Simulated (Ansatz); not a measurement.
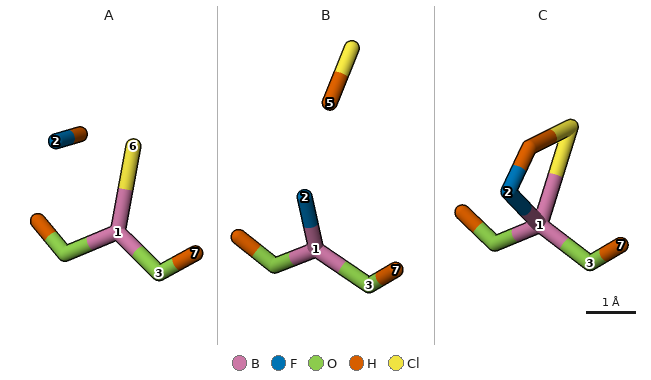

Three geometries of BH$_{3}$O$_{2}$ClF: a saddle point and the two minima that it joins, in shuffled order. A stick model, seen at a tilt. Sticks join atoms that are closer than about 1.2 times the sum of their covalent radii (a little more with hydrogen).

Stationary points at PBE0-D4/def2-TZVP, single-point energies with CCSD(T)/CBS, RPA@PBE, B2PLYP (def2-TZVPP where no basis is named; Ansatz 0.2.0). The energies are electronic, without zero-point or thermal terms, and both ends are the minima reached downhill from the saddle, with any fragments still in contact. CCSD(T)/CBS stands for a frozen-core estimate: MP2 correlation extrapolated from def2-TZVPP and def2-QZVPP, CCSD(T) minus MP2 from the smaller set.

**Which frame is the transition state, what reaction does it lead through, and what barrier is to be expected?**

Frame C is the saddle point. Counted by bonded pieces, B holds BH₂O₂F + HCl and A holds BH₂ClO₂ + HF. From B over the saddle to A, bonds form: B–Cl (4.26 → 2.17 → 1.81 Å), F–H (2.05 → 1.09 → 0.93 Å). Bonds break: B–F (1.36 → 1.64 → 3.59 Å), Cl–H (1.28 → 1.61 → 2.25 Å). The saddle has one imaginary mode, 665i cm⁻¹. With CCSD(T)/CBS the barrier is 1.62 eV from B and 1.11 eV from A, and A lies 0.51 eV above B.

| level | barrier from B (eV) | barrier from A (eV) | A less B (eV) |
| --- | --- | --- | --- |
| CCSD(T)/CBS | 1.62 | 1.11 | 0.51 |
| RPA@PBE | 1.65 | 1.07 | 0.58 |
| B2PLYP | 1.64 | 1.07 | 0.57 |
